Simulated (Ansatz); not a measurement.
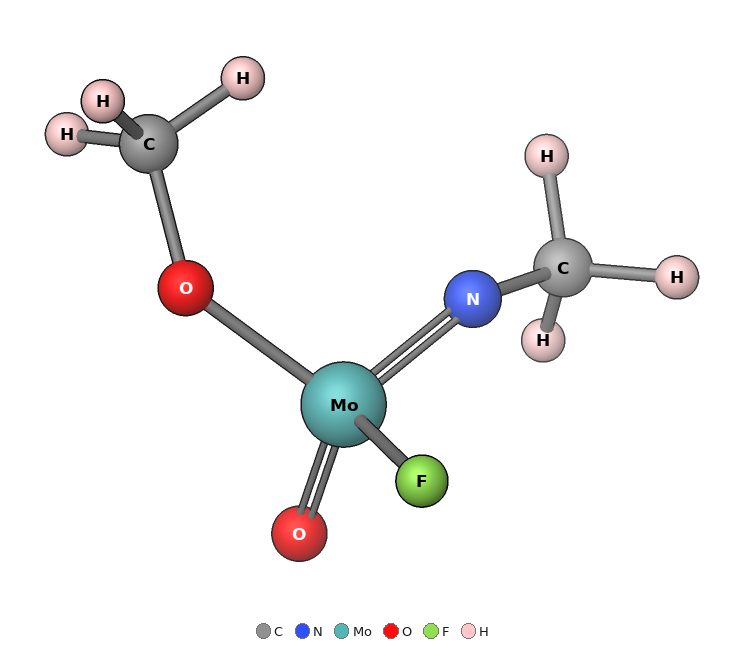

Depth is shown by fading: the farther an atom, the more it takes the colour of the background. Charge 0, singlet. The geometry was computed by an optimisation with PBE-D4/def2-SVP. No frequency run is at hand to confirm it as a minimum.

Which symmetry elements does this geometry have?

Answer. It has no symmetry element but the identity, so the point group is C1. The group has 1 operation. The geometry is chiral, and symmetry allows a dipole moment.
